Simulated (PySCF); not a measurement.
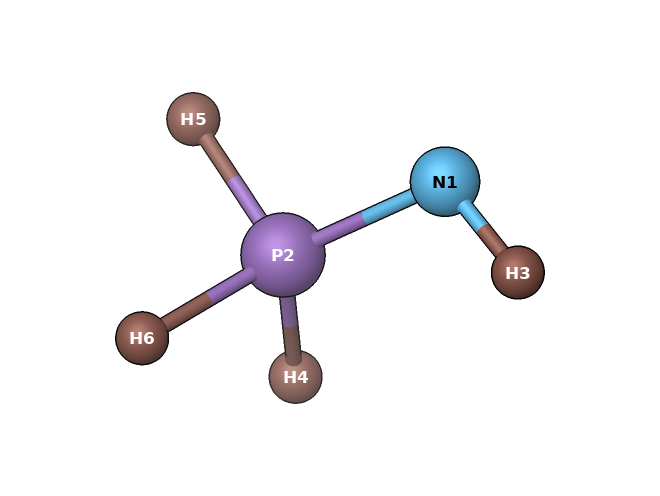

The atoms are numbered. The computed structure is the end point of a PBE0-D3(BJ)/def2-SVP optimisation. No frequency run is at hand to confirm it as a minimum.

List the bonds and their lengths.

| bond | length (Å) | order |
| --- | --- | --- |
| N1–P2 | 1.565 | double |
| N1–H3 | 1.019 | single |
| P2–H4 | 1.441 | single |
| P2–H5 | 1.413 | single |
| P2–H6 | 1.441 | single |
